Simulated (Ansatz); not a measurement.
PSb₃

Input file:

```
crystal:
  periodic: [false, false, false]
  atoms:
    - {symbol: P, position_ang: [-1.324533, 0.363027, -0.578683]}
    - {symbol: Sb, position_ang: [-0.299898, -1.047475, 1.308795]}
    - {symbol: Sb, position_ang: [0.736079, 1.450452, 0.504450]}
    - {symbol: Sb, position_ang: [0.888362, -0.766004, -1.234562]}
basis:
  gaussian: {orbitals: def2-TZVP, initial_orbitals: start.molden}
hamiltonian: {xc: pbe0, dispersion: d4}
scf: {omitted_lower_state_checks: [starts]}
output: {forces: true, orbitals: {seedname: orbitals}}
```

Run with:

```sh
ansatz run in.yaml --threads 2 --pin off --events-out ev --progress --plain --max-ram 4352MiB
```

Geometry: r2SCAN-D4/def2-SVP; core potentials replace the inner electrons of Sb; not at a stationary point (largest force 0.8 eV/Å).

The calculation used Ansatz, RKS PBE0-D4/def2-TZVP.

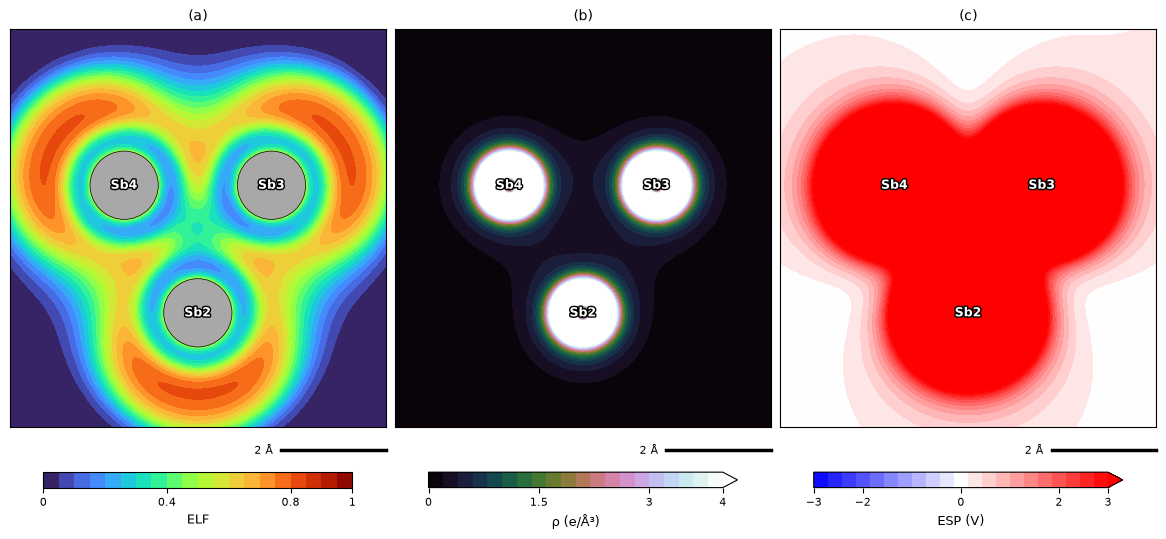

Figure 1. (a) electron localisation function; (b) electron density; (c) electrostatic potential on the plane of atoms Sb3, Sb2 and Sb4. Grey discs cover the atomic cores in the ELF map.

Q: Describe what can be read from this map.

A:
- Atoms in the plane: Sb.
- Sb–Sb (2.82 Å): the density is about 0.37 e/Å³ at the midpoint; the ELF reaches about 0.55 near the midpoint.
- The ELF also peaks beside Sb2, Sb3 and Sb4, away from the bonds: lone-pair regions.
- The potential has no marked negative region in this plane.

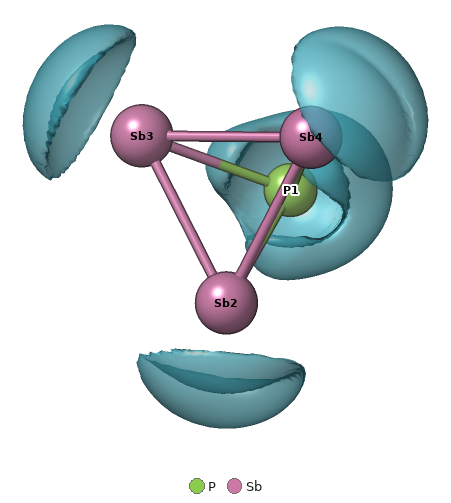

Figure 2. Isosurface of the ELF at 0.75 (cyan), seen at a tilt. Only the valence region is drawn (cores and ρ < 0.01 e/Å³ removed).

Q: What do the ELF domains correspond to?

A: The surface consists of one lobe on P, pointing away from the bonds (lone pairs) and three lobes on Sb, pointing away from the bonds (lone pairs). Along the contacts the grid gives the following. Sb–P (2.57 Å): the ELF peaks at about 0.75 in the valence shell of P, 1.0 Å from its nucleus, and drops to about 0.20 between the two atoms.

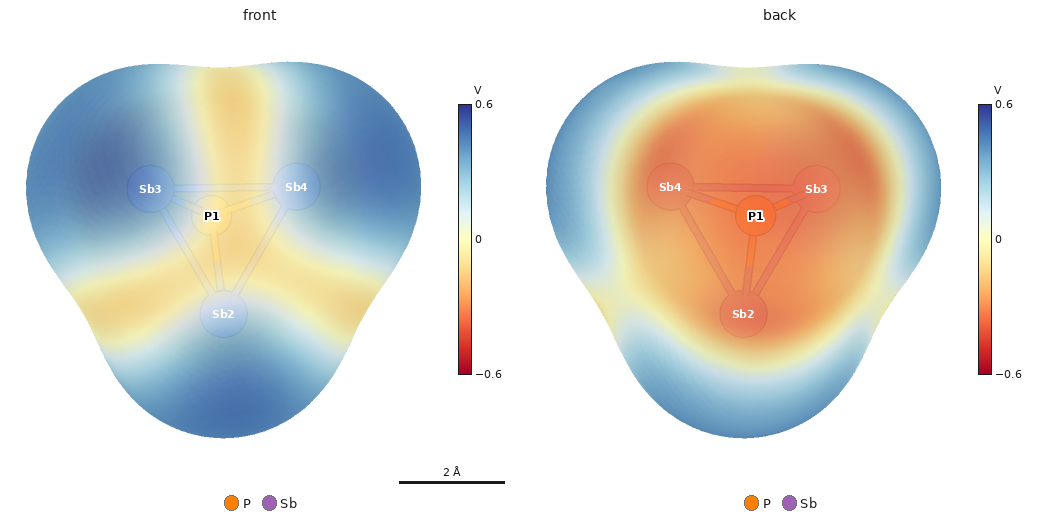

Figure 3. The molecular electrostatic potential painted on the density surface at 0.001 e/bohr³, seen from the front and from behind; red is negative and blue positive.

Q: Describe the electrostatic potential map.

A: The most negative region (about −0.4 V) lies over P1, the most positive (about +0.5 V) over Sb2, Sb3 and Sb4.

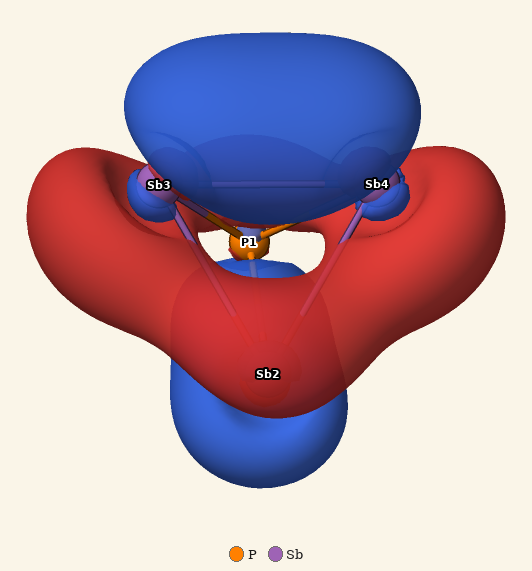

Figure 4. The HOMO at ±0.08 Å⁻³ᐟ² (blue and red are the two phases), seen across its widest extent.

Q: Where does this orbital lie, and at what energy?

A: It lies mainly on Sb4 (about 30 %), Sb3 (about 30 %), Sb2 (about 20 %) and P1 (about 15 %). It is one of a degenerate set, so its orientation is arbitrary. Its energy is −6.42 eV.
